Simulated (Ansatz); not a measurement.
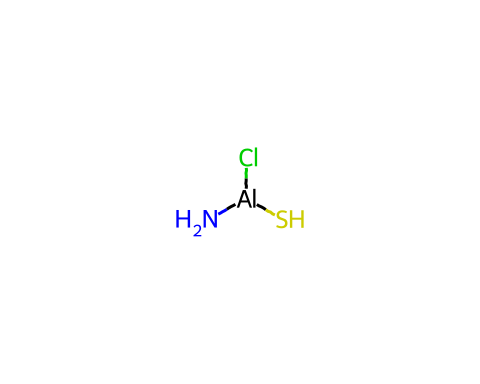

A structural formula.

Give its SMILES.

Answer. [NH2][Al]([SH])[Cl]

Give the formula, hydrogens included.

Answer. AlClH3NS.

An optimisation with PBE0-D4/def2-TZVP gave a structure of which point group?

Answer. Cs.

The parts below concern this one geometry. Atoms keep their numbers from picture to picture. The computed structure is the end point of a PBE0-D4/def2-TZVP optimisation.

## Charges

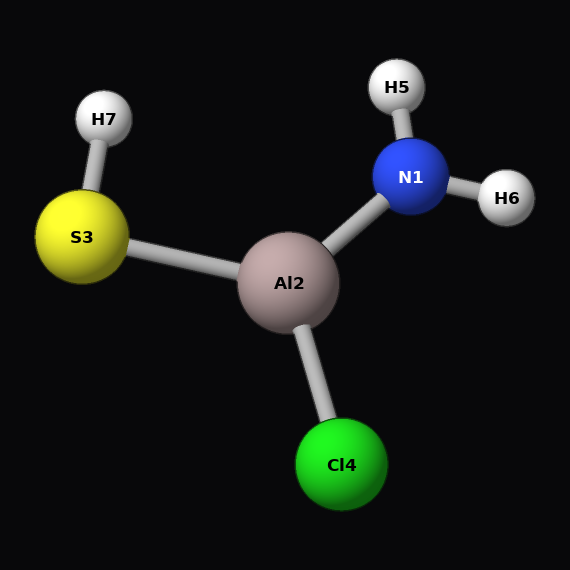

The questions are on Mulliken charges. Level of theory: RKS B3LYP-D4/def2-TZVPP (Ansatz 0.2.0).

Which atom carries the highest charge (most positive or least negative)?

Answer. Al2 (0.54 e).

And the lowest?

Answer. N1 (−0.39 e).

Give the Mulliken charges atom by atom.

```tsv
atom	value (e)
N1	−0.39
Al2	0.54
S3	−0.26
Cl4	−0.26
H5	0.12
H6	0.14
H7	0.10
```

## Electronic properties

Properties computed with RKS PBE0-D4/def2-SVP (Ansatz 0.2.0).

Predict the main results.

- HOMO energy (Kohn–Sham orbital): −7.43 eV
- LUMO energy (Kohn–Sham orbital): −0.17 eV
- HOMO–LUMO gap: 7.27 eV
- dispersion correction: −14.1 kJ/mol

## Dipole moment

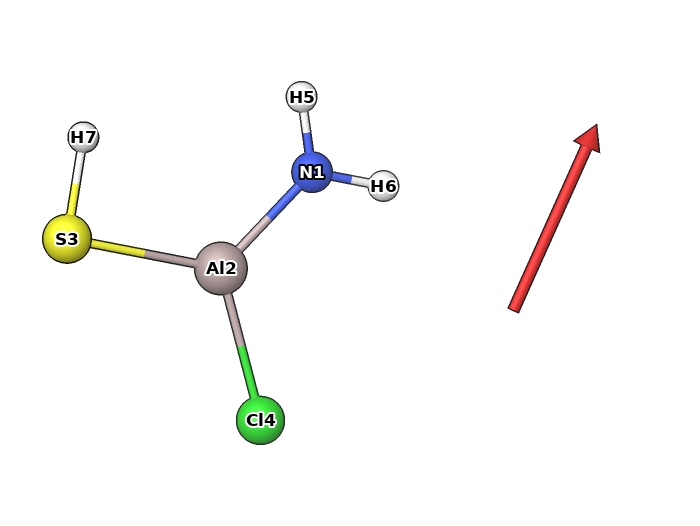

The arrow beside the molecule shows the direction of the dipole moment, from the negative to the positive end (its length means nothing). Level of theory: RKS B3LYP-D4/def2-TZVPP (Ansatz 0.2.0).

Estimate the dipole moment.

Answer. 2.85 D; it points from the side of Cl4 to the side of H5 (the outermost atoms at the two ends).

## Thermal motion

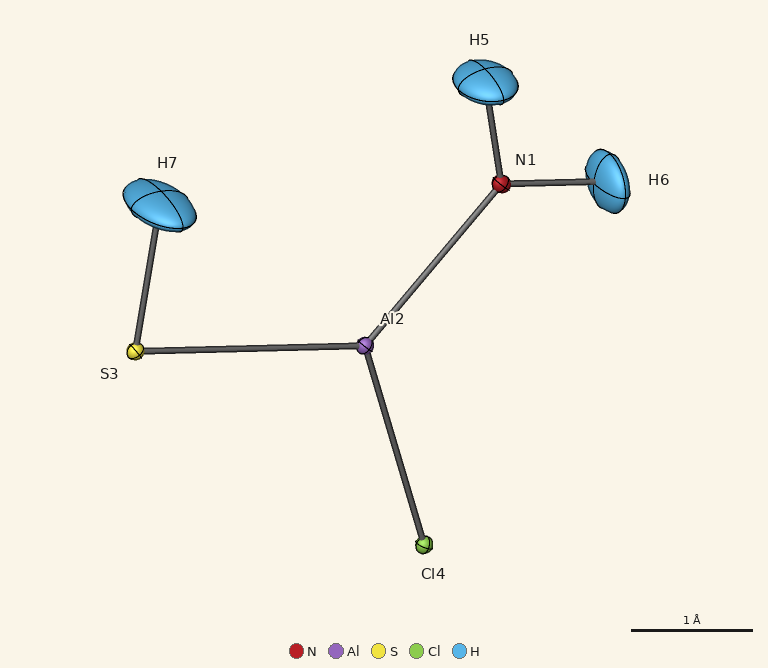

Displacement ellipsoids at the 50 % level, from the internal vibrations of the free molecule (harmonic, no overall translation or rotation; no half-axis is drawn under 0.075 Å). Vibrations computed with RKS PBE0-D4/def2-TZVP (Ansatz 0.2.0). Temperature: 0 K (zero-point motion alone).

Which atom moves most?

Answer. H7, with U_eq = 0.0377 Å².

Does H7 move more along its bond or across it?

Answer. Across it: the root-mean-square amplitude is 0.085 Å along the bond and up to 0.278 Å across, since bending and torsion are softer than stretching.

List U_eq and the three principal root-mean-square amplitudes for each kind of atom.

```csv
atom,U_eq (Å²),rms amplitudes (Å)
N1,0.0022,"0.037, 0.046, 0.057"
Al2,0.0015,"0.031, 0.037, 0.046"
S3,0.00086,"0.014, 0.028, 0.039"
Cl4,0.00075,"0.012, 0.028, 0.037"
H5,0.0268,"0.083, 0.161, 0.218"
H6,0.0258,"0.083, 0.162, 0.211"
H7,0.0377,"0.084, 0.169, 0.278"
```

Mulliken values depend strongly on the basis set and can even reverse the polarity of a bond.
